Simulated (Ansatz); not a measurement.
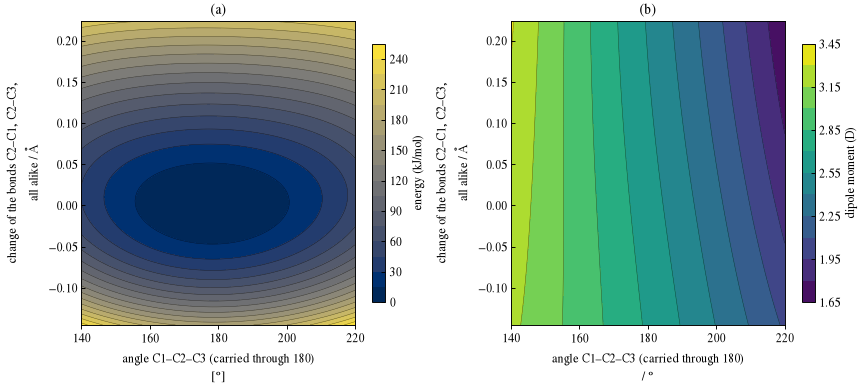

C₄H₆FN, SMILES C=C=C(F)CN. The first coordinate is: angle C1–C2–C3 (carried through 180); the second: change of the bonds C2–C1, C2–C3, all alike. Nothing is relaxed (all other coordinates rigid). The scan uses a 15 × 15 grid. Points are written as (first, second). Energies are in kJ/mol, from the relaxed molecule at the same level. Level of theory: RKS PBE-D4/def2-SVP in Ansatz.

Panel (a) is the energy and panel (b) the computed dipole moment on the same grid.

The picture shows filled contours. Between grid points the surface is interpolated.

Question: How does the dipole moment vary over the map, and what is it at the lowest grid point?

Answer: Leaving out the highest fifth of the energies, it runs from 1.72 D at (220.0°, 0.172 Å) to 3.30 D at (140.0°, 0.172 Å). At the lowest grid point, (180.0°, 0.013 Å), it is 2.61 D.
